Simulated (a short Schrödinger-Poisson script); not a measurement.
Structure: MOS inversion layer, Al2O3 on p-type Si(100), at 400 K.

| layer | material | thickness (nm) | Na (cm⁻³) |
|---|---|---|---|
| 1 | Al2O3 | 4.5 | - |
| 2 | Si | 1600 | 7.6e16 |

Constants are typed, rounded textbook-type inputs, not results; the design itself was drawn at random and stands for no fabricated device. Al2O3: permittivity 9, conduction-band edge (eV) 2.7, gap (eV) 6.8, electron mass (mₑ) 0.3. Si: permittivity 11.7, conduction-band edge (eV) 0, gap (eV) 1.124, Nv at 300 K (cm⁻³) 3.1e19.

Channel valleys (confinement mass, in-plane density-of-states mass, number): Δ2 0.916, 0.19, 2; Δ4 0.19, 0.417, 4. At the gate the conduction-band edge of layer 1 lies 3.19 eV − eVg above the Fermi level of the channel; the field vanishes at the back. Gaps are held at their typed values at every temperature. Mesh 0.03 nm at interfaces.

Solved with a short Schrödinger-Poisson script written for these runs: 1D Poisson equation in equilibrium, electrons quantum, Hartree (BenDaniel-Duke, 12 states a valley, the channel's in-plane mass for all, wave functions ending at the dielectric), parabolic valleys, classical holes, full ionisation, no traps, pinning or gate leakage.

Only gate voltages with over 1e8 electrons/cm² are shown.

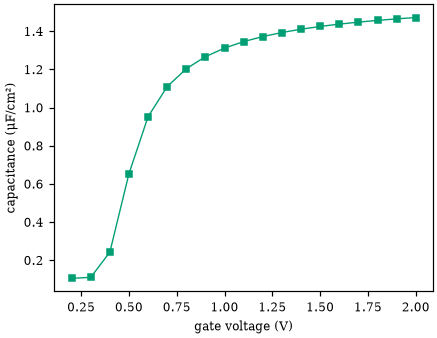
Quasi-static capacitance against gate voltage

```
Vg (V)  electrons (cm⁻²)  C (μF/cm²)  Δ2 E0 (meV)  Δ2 E1 (meV)  Δ4 E0 (meV)  Δ4 E1 (meV)
------  ----------------  ----------  -----------  -----------  -----------  -----------
0.2               2.83e8       0.105        393.9        423.0        420.7        468.8
0.4              4.52e10       0.243        214.2        247.2        244.6        298.9
0.6              7.78e11       0.953        107.1        149.9        147.0        209.8
0.8              2.14e12        1.20         62.2        117.6        114.2        185.3
1                3.71e12        1.31         34.8        101.4         97.8        175.0
1.2              5.39e12        1.37         14.7         91.1         87.3        169.3
1.4              7.13e12        1.41         -1.6         83.7         79.8        165.7
1.6              8.91e12        1.44        -15.7         77.8         73.8        163.1
1.8              1.07e13        1.46        -28.2         72.9         68.8        161.0
2                1.25e13        1.47        -39.8         68.6         64.5        159.4
```

Subbands count from the Fermi level.
